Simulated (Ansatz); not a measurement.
## Electronic structure of B2Cl2H4 in real space

Input file:

```
crystal:
  periodic: [false, false, false]
  atoms:
    - {symbol: B, position_ang: [-0.021642, -0.467993, -0.757734]}
    - {symbol: Cl, position_ang: [-0.300344, 0.348270, -2.304239]}
    - {symbol: H, position_ang: [0.140891, -1.657167, -0.714468]}
    - {symbol: H, position_ang: [-0.979692, -0.129873, 0.108136]}
    - {symbol: B, position_ang: [0.021556, 0.468001, 0.757747]}
    - {symbol: Cl, position_ang: [0.300565, -0.348302, 2.304177]}
    - {symbol: H, position_ang: [-0.140922, 1.657165, 0.714503]}
    - {symbol: H, position_ang: [0.979599, 0.129899, -0.108132]}
basis:
  gaussian: {orbitals: def2-TZVP, initial_orbitals: start.molden}
hamiltonian: {xc: pbe0, dispersion: d4}
scf: {omitted_lower_state_checks: [starts]}
output: {orbitals: {seedname: orbitals}}
```

Launched as:

```sh
ansatz run in.yaml --threads 4 --pin off --events-out ev --progress --plain --max-ram 3916MiB
```

Geometry: PBE0-D4/def2-SVP.

Theory: Ansatz, RKS PBE0-D4/def2-TZVP.

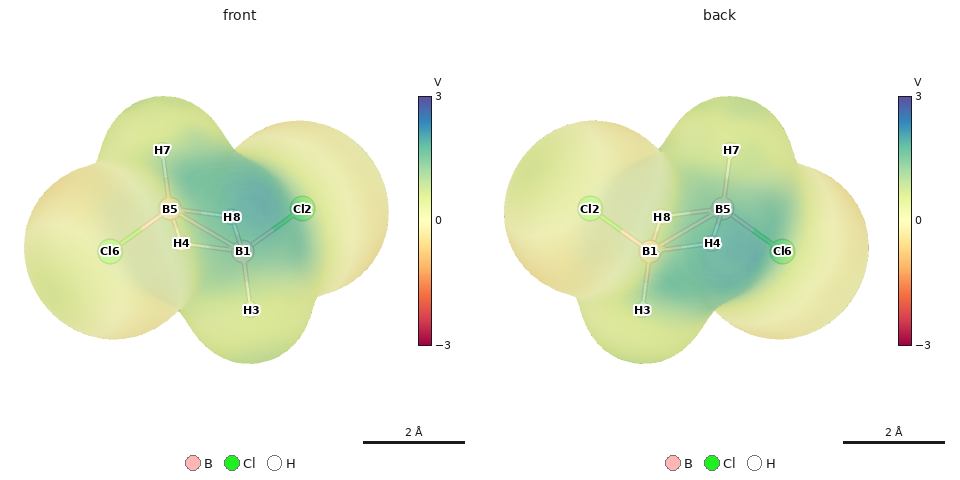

Figure 1. The electrostatic potential painted on the density surface at 0.004 e/bohr³, seen from the front and from behind; red is negative and blue positive.

**Which sites attract a positive test charge, and which a negative one?**

A positive charge is drawn to the negative regions and a negative charge to the positive ones. The most negative region (about −0.3 V, or −7 kcal/mol for a unit charge) lies over Cl2 and Cl6, the most positive (about +2.0 V, or +46 kcal/mol for a unit charge) over H4 and H8. Cl2 shows a σ-hole: about +0.7 V, or +16 kcal/mol for a unit charge at the tip opposite its bond, against about −0.2 V on its flanks. Cl6 shows a σ-hole: about +0.7 V, or +16 kcal/mol for a unit charge at the tip opposite its bond, against about −0.2 V on its flanks.

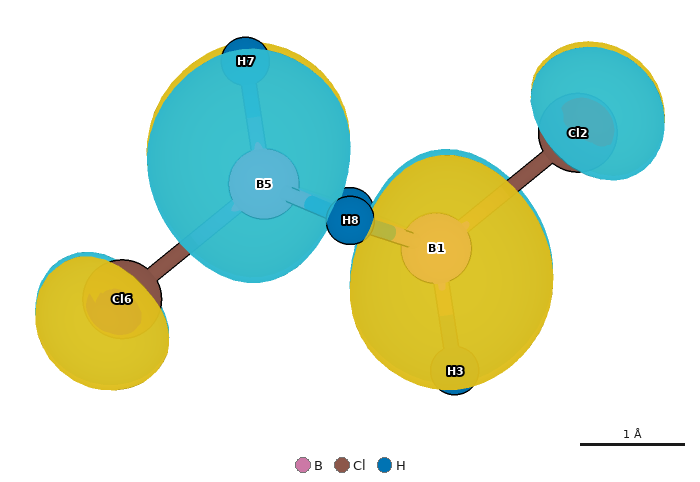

Figure 2. The LUMO at ±0.1 Å⁻³ᐟ² (yellow and cyan are the two phases), seen across its widest extent.

**Describe this orbital and give its energy.**

By Hirshfeld shares it lies mainly on B1 (about 30 %), B5 (about 30 %), Cl6 (about 10 %), Cl2 (about 10 %), H8 (about 5 %) and H4 (about 5 %); it is gerade (even under inversion). Its energy is −1.33 eV.

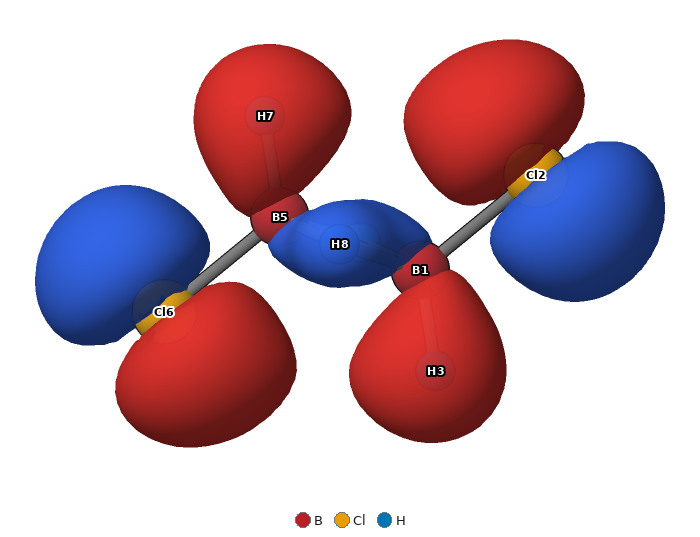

Figure 3. The HOMO at ±0.08 Å⁻³ᐟ² (red and blue are the two phases), seen across its widest extent.

**What is the character of this orbital?**

By Hirshfeld shares it lies mainly on Cl2 (about 35 %), Cl6 (about 35 %), B5 (about 5 %), B1 (about 5 %), H7 (about 5 %) and H3 (about 5 %); it is gerade (even under inversion); largely a combination of lone pairs on Cl2 and Cl6. Its energy is −8.94 eV.
